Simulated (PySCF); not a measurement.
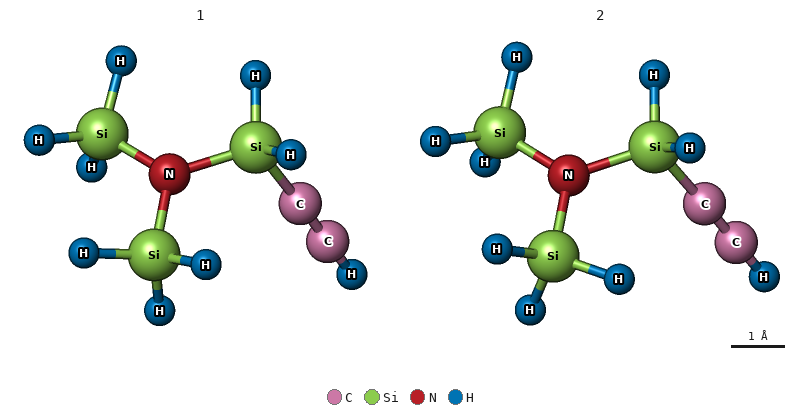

Two geometries of C2H9NSi3, drawn at one scale. One is the start of a relaxation, the other its converged end. Style: ball-and-stick. Shown from a free direction.

All numbers below come from PySCF 2.14.0, density-fitted response routines, PBE0-D3(BJ)/def2-SVP geometry optimisation, gas phase. 

Which of the two is the end point?

Answer. Structure 2 is the relaxed one. The start comes from GFN2-xTB. The largest move after the best rigid fit is that of an H atom, 0.59 Å. Largest moves by element: H 0.59 Å, C 0.21 Å, N 0.08 Å, Si 0.06 Å. Near-neighbour distances that change, for instance: H–Si 1.462 → 1.495 Å, C–H 1.053 → 1.076 Å, C–C 1.202 → 1.217 Å, C–Si 1.854 → 1.839 Å. Bond angles that change, for instance: N–Si–H 107.4° → 110.1°, N–Si–H 108.0° → 110.5°, H–Si–H 110.2° → 107.9°. Groups turn about N–Si by about 20°. After 12 geometry steps the energy has fallen by 12.7 kJ/mol. Largest force component: 1.5 eV/Å at the start, 0.0088 eV/Å at the end. The run took about 110 core-seconds on a shared host.
